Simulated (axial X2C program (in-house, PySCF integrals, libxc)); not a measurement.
# All-electron X2C curves of RuMg, part 1 of 2

Aim: find the lowest determinant of RuMg, scan the bond at several levels and fit the constants, once spin-free and once with spin–orbit coupling.

Program: an in-house X2C program for linear molecules on PySCF integrals. Level of theory: all-electron X2C, Ru dyall-cv3z, Mg dyall-cv3z. These are calculated values, not measurements.

## Step 1: Set-up

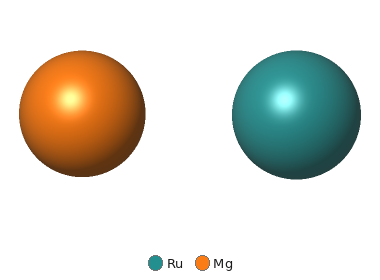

The two atoms at 2.640 Å (ruthenium teal, magnesium orange).

The input, task.json:

```json
{
 "zs": [
  44,
  12
 ],
 "q": 0,
 "bas": [
  "dyall-cv3z",
  "dyall-cv3z"
 ],
 "levels": [
  "PBE0",
  "HF",
  "r2SCAN"
 ],
 "cc": true,
 "r0": 2.64,
 "thr": -2.0,
 "nmax": 90,
 "npts": 10,
 "nst": 2,
 "ntry": 6
}
```

Keys: zs atomic numbers; q charge; bas basis sets; levels methods (HF also brings MP2); cc coupled cluster on or off; r0 starting distance in Å; thr threshold in hartree for freezing inner shells (an s shell follows its p shell); nmax most natural virtual spinors; npts points asked for on the curve; nst determinants followed; ntry starts of the search.

Launch:

```
$ python so2c.py task.json out
```

Spin-free means the one-electron spin-free X2C Hamiltonian; two-component (2c) means X2C with spin–orbit coupling and atomic mean-field two-electron Coulomb and Gaunt terms. Basis: Ru dyall-cv3z contracted to [12s12p8d5f3g], Mg dyall-cv3z contracted to [9s8p6d3f]; Gaussian nuclei, density fitting. Masses: Ru 101.904 u, Mg 23.985 u.

Notation: σ, π±, δ± give the projection m of an orbital's angular momentum (0, ±1, ±2), α and β its spin, Λ and M_S the sums; ω is the projection of a spinor's total angular momentum and Ω the sum. Logs are in hartree.

The results follow Hamiltonian by Hamiltonian and level by level.

## Step 2: Search for the lowest determinant

Determinants are compared with PBE0 at 2.640 Å.

Spin-free determinants:

```json
{"ΔE (eV)": "0.00", "state": "M_S = 2, Λ = 0", "open shells": "beyond closed shells: 2 × σα, δ+α, δ-α"}
{"ΔE (eV)": "0.36", "state": "M_S = 1, Λ = 0", "open shells": "beyond closed shells: δ+α, δ-α"}
{"ΔE (eV)": "0.42", "state": "M_S = 2, Λ = 2", "open shells": "beyond closed shells: σα, π+α, π-α, δ+α, δ+β, δ-α"}
{"ΔE (eV)": "0.43", "state": "M_S = 2, Λ = 3", "open shells": "beyond closed shells: 2 × σα, π+α, π+β, π-α, δ+α, δ+β, δ-α"}
{"ΔE (eV)": "0.56", "state": "M_S = 2, Λ = 1", "open shells": "beyond closed shells: 2 × σα, π+α, π-α, π-β, δ+α, δ+β, δ-α"}
{"ΔE (eV)": "0.59", "state": "M_S = 2, Λ = 1", "open shells": "beyond closed shells: σα, π+α, π+β, π-α, δ+α, δ-α"}
{"ΔE (eV)": "0.65", "state": "M_S = 1, Λ = 2", "open shells": "beyond closed shells: σα, δ+α, δ+β, δ-α"}
```

Two-component determinants:

```json
{"ΔE (eV)": "0.00", "state": "Ω = 2", "open shells": "excess of +ω over −ω: 2 × ω = 1/2, ω = -3/2, ω = 5/2"}
{"ΔE (eV)": "0.26", "state": "Ω = 5", "open shells": "excess of +ω over −ω: 2 × ω = 1/2, ω = 3/2, ω = 5/2"}
{"ΔE (eV)": "0.30", "state": "Ω = 4", "open shells": "excess of +ω over −ω: ω = 3/2, ω = 5/2"}
{"ΔE (eV)": "0.35", "state": "Ω = 1", "open shells": "excess of +ω over −ω: ω = -3/2, ω = 5/2"}
{"ΔE (eV)": "0.50", "state": "Ω = 3", "open shells": "excess of +ω over −ω: ω = 1/2, ω = 5/2"}
{"ΔE (eV)": "0.54", "state": "Ω = 3", "open shells": "excess of +ω over −ω: ω = 1/2, ω = 5/2"}
{"ΔE (eV)": "0.59", "state": "Ω = 1", "open shells": "excess of +ω over −ω: ω = -1/2, ω = 3/2"}
```

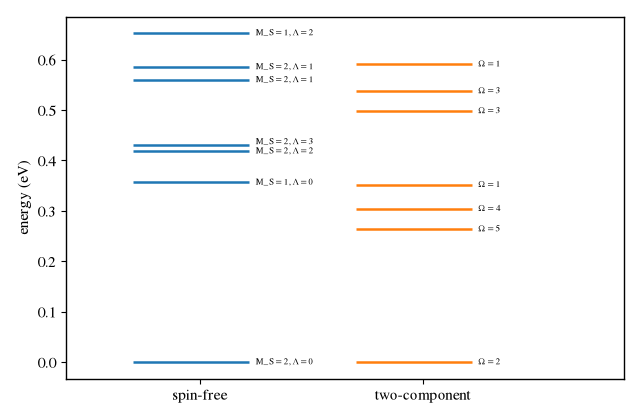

The determinants found, each set from its own lowest.

## Step 3: PBE0, spin-free

State followed: M_S = 2, Λ = 0 (beyond closed shells: 2 × σα, δ+α, δ-α). The scan is laid around 2.633 Å, a first estimate of the minimum, and this SCF restarts from the orbitals of the search.

The SCF at the reference distance of 2.633 Å:

```text
spin-free X2C-1e  PBE0
basis functions 234  fitting functions 979  grid points 5082
iter        total energy     max residual
   1      -4730.279675202     3.42e+00
   2      -4730.365581052     6.51e-03
   3      -4730.365597710     4.80e-03
   4      -4730.365600338     4.68e-04
   5      -4730.365601087     1.23e-03
   6      -4730.365601510     1.54e-04
   7      -4730.365601525     2.27e-05
   8      -4730.365601528     2.33e-05
   9      -4730.365601528     3.22e-06
converged
one-electron -6738.55689607  Coulomb 2053.00405981  exact exchange -37.12393467  xc functional -113.80564312  nuclear repulsion 106.11681252
```

Along the bond, energies from the lowest point:

| R (Å) | E (eV) | μ (D) | HOMO (eV) | LUMO (eV) | iterations |
| --- | --- | --- | --- | --- | --- |
| 2.396 | 0.1316 | 0.04 | -4.27 | -2.11 | 50 |
| 2.475 | 0.0501 | 0.11 | -4.32 | -2.04 | 50 |
| 2.554 | 0.0092 | 0.19 | -4.36 | -1.97 | 42 |
| 2.633 | 0.0000 | 0.27 | -4.39 | -1.93 | 9 |
| 2.725 | 0.0181 | 0.36 | -4.44 | -1.98 | 39 |
| 2.817 | 0.0574 | 0.44 | -4.48 | -2.03 | 36 |
| 2.936 | 0.1285 | 0.54 | -4.52 | -2.10 | 36 |

Dipoles are positive if Mg is the positive end.

Outer orbitals at the reference distance:

```json
{"symmetry": "δ+α", "occupied": "yes", "ε (eV)": "-8.19", "atomic character": "100% Ru d"}
{"symmetry": "δ-α", "occupied": "yes", "ε (eV)": "-8.19", "atomic character": "100% Ru d"}
{"symmetry": "σα", "occupied": "yes", "ε (eV)": "-7.89", "atomic character": "90% Ru d, 7% Mg s"}
{"symmetry": "π+α", "occupied": "yes", "ε (eV)": "-7.05", "atomic character": "97% Ru d"}
{"symmetry": "π-α", "occupied": "yes", "ε (eV)": "-7.05", "atomic character": "97% Ru d"}
{"symmetry": "σα", "occupied": "yes", "ε (eV)": "-6.46", "atomic character": "43% Ru s, 43% Mg s, 7% Ru d"}
{"symmetry": "σβ", "occupied": "yes", "ε (eV)": "-6.26", "atomic character": "50% Mg s, 26% Ru s, 10% Ru p"}
{"symmetry": "π+β", "occupied": "yes", "ε (eV)": "-5.72", "atomic character": "94% Ru d, 3% Mg p"}
{"symmetry": "π-β", "occupied": "yes", "ε (eV)": "-5.72", "atomic character": "94% Ru d, 3% Mg p"}
{"symmetry": "σα", "occupied": "yes", "ε (eV)": "-4.39", "atomic character": "37% Mg p, 24% Ru s, 20% Mg s"}
{"symmetry": "σβ", "occupied": "no", "ε (eV)": "-1.93", "atomic character": "38% Mg p, 29% Ru s, 17% Ru p"}
{"symmetry": "δ-β", "occupied": "no", "ε (eV)": "-1.91", "atomic character": "99% Ru d"}
{"symmetry": "δ+β", "occupied": "no", "ε (eV)": "-1.91", "atomic character": "99% Ru d"}
{"symmetry": "σβ", "occupied": "no", "ε (eV)": "-1.67", "atomic character": "78% Ru d, 10% Ru s, 7% Mg s"}
```

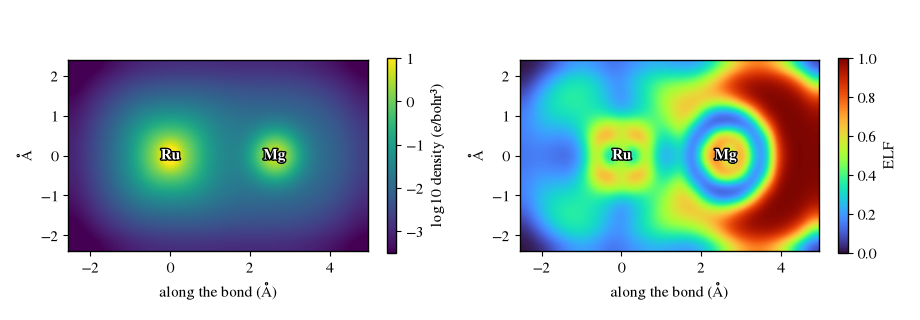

PBE0 fields in a plane through the axis, from a grid of 0.3 Å; Ru lies at z = 0 and Mg at z = 2.633 Å; the ELF is damped to zero where the density is low.

Re = 2.621 Å, ωe = 233.5 cm⁻¹, ωexe = 1.93 cm⁻¹, Be = 0.1264 cm⁻¹, De = 0.901 eV, μ = 0.26 D.

## Step 4: HF, spin-free

The SCF at the reference distance of 2.633 Å:

```text
spin-free X2C-1e  HF
basis functions 234  fitting functions 979  grid points 5082
iter        total energy     max residual
   1      -4727.931762427     4.45e-01
   2      -4727.959362321     1.02e-02
   3      -4727.961875197     2.44e-02
   4      -4727.962296651     8.34e-03
   5      -4727.962363436     6.39e-04
   6      -4727.962393110     3.71e-03
   7      -4727.962412051     2.56e-03
   8      -4727.962421202     2.21e-04
   9      -4727.962422946     3.95e-04
  10      -4727.962423296     2.23e-04
  11      -4727.962423370     2.35e-05
  12      -4727.962423389     4.49e-05
  13      -4727.962423395     2.54e-05
  14      -4727.962423397     3.20e-06
  15      -4727.962423398     5.26e-06
  16      -4727.962423398     2.39e-06
converged
one-electron -6738.37367008  Coulomb 2052.92742755  exact exchange -148.63299340  xc functional 0.00000000  nuclear repulsion 106.11681252
```

No constants are quoted: too few points lie around the minimum for a second fit to confirm the first.

## Step 5: r2SCAN, spin-free

The SCF at the reference distance of 2.633 Å:

```text
spin-free X2C-1e  r2SCAN
basis functions 234  fitting functions 979  grid points 5082
iter        total energy     max residual
   1      -4730.775662639     1.52e-01
   2      -4730.778342182     4.09e-03
   3      -4730.778588609     1.42e-02
   4      -4730.778648930     3.10e-03
   5      -4730.778668502     3.00e-03
   6      -4730.778670328     8.95e-04
   7      -4730.778672005     5.16e-04
   8      -4730.778672082     4.29e-05
   9      -4730.778672093     5.05e-05
  10      -4730.778672094     5.88e-06
converged
one-electron -6738.25628842  Coulomb 2052.70588105  exact exchange 0.00000000  xc functional -151.34507724  nuclear repulsion 106.11681252
```

Re = 2.577 Å, ωe = 259.2 cm⁻¹, Be = 0.1307 cm⁻¹, De = 1.21 eV, μ = 0.44 D.

## Step 6: MP2 and beyond, spin-free

Correlated methods: 10 electrons correlated (frozen shells, counted by type: Ru 4 s, 3 p, 1 d; Mg 2 s, 1 p), 336 virtual spinors in MP2, 89 natural virtuals in coupled cluster.

Output of the correlated part at 2.633 Å:

```text
correlated 10  virtual 336  natural virtual 89  E(MP2) -0.243888183  MP2 remainder -0.012132309
iter   CCSD correlation   residual
   1     -0.230071934   1.29e-01
   2     -0.236471799   6.30e-02
   3     -0.238826100   3.33e-02
   4     -0.239213638   1.41e-02
   5     -0.239512787   6.35e-03
   6     -0.239548778   2.36e-03
   7     -0.239543080   9.57e-04
   8     -0.239552062   4.37e-04
   9     -0.239549491   2.09e-04
  10     -0.239550839   8.85e-05
  11     -0.239549772   4.18e-05
  12     -0.239549730   2.04e-05
  13     -0.239549565   1.13e-05
  14     -0.239549483   5.67e-06
  15     -0.239549494   2.95e-06
(T) -0.012557683  T1 0.0458  D1 0.0914  max T2 0.082
```

T1 in the output is the amplitude norm over the root of the electron number; divide by √2 for the Lee–Taylor value.

MP2: Re = 2.622 Å, ωe = 240.6 cm⁻¹, Be = 0.1263 cm⁻¹, De = 0.627 eV.

CCSD: Re = 2.654 Å, ωe = 220.0 cm⁻¹, ωexe = 1.76 cm⁻¹, Be = 0.1233 cm⁻¹, De = 0.542 eV. T1 at Re = 0.032 (Lee–Taylor, the printed value over √2).

CCSD(T): Re = 2.633 Å, ωe = 232.8 cm⁻¹, ωexe = 1.63 cm⁻¹, Be = 0.1252 cm⁻¹, De = 0.660 eV. T1 at Re = 0.032 (Lee–Taylor, the printed value over √2).

## Step 7: A higher determinant, spin-free

State: M_S = 1, Λ = 0 (beyond closed shells: δ+α, δ-α).

Output at the reference distance:

```text
spin-free X2C-1e  PBE0
basis functions 234  fitting functions 979  grid points 5082
iter        total energy     max residual
   1      -4730.271427898     2.86e+00
   2      -4730.352557551     4.56e-03
   3      -4730.352577323     3.63e-03
   4      -4730.352578767     4.10e-04
   5      -4730.352580934     1.03e-03
   6      -4730.352581307     1.57e-04
   7      -4730.352581389     8.92e-05
   8      -4730.352581463     6.44e-05
   9      -4730.352581539     7.16e-05
  10      -4730.352581559     3.11e-05
  11      -4730.352581567     8.07e-06
converged
one-electron -6739.08555312  Coulomb 2053.54391639  exact exchange -37.11965554  xc functional -113.80810181  nuclear repulsion 106.11681252
```

```
R (Å)  E above the lowest PBE0 point (eV)
2.396                               0.354
2.475                               0.336
2.554                               0.335
2.633                               0.354
2.725                               0.399
2.817                               0.461
2.936                               0.560
```

Re = 2.518 Å, ωe = 213.1 cm⁻¹, Be = 0.137 cm⁻¹, μ = -0.18 D. ⟨S²⟩ = 2.92 against 2.00 for a pure state, so this determinant mixes spins. Te = 0.33 eV.

## Step 8: The spin-free curves together

Energy (eV) of the followed determinant, spin-free, from each level's lowest point:

```
R (Å)   PBE0     HF    MP2   CCSD  CCSD(T)  r2SCAN
2.396  0.132  0.339  0.141  0.163    0.149   0.096
2.475  0.050  0.206  0.054  0.070    0.060   0.027
2.554  0.009  0.114  0.010  0.019    0.013   0.000
2.633  0.000  0.055  0.000  0.000    0.000   0.005
2.725  0.018  0.015  0.019  0.007    0.015   0.042
2.817  0.057  0.000  0.061  0.036    0.052   0.100
2.936  0.128  0.004  0.135  0.093    0.119   0.196
```

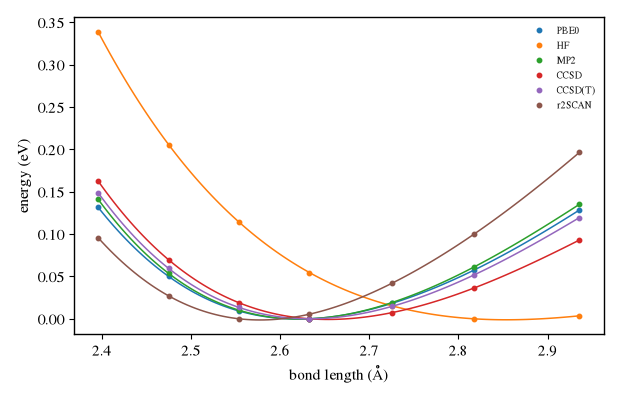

Curves of the followed state, spin-free, each from its own lowest point.

(Continued in part 2 of 2.)
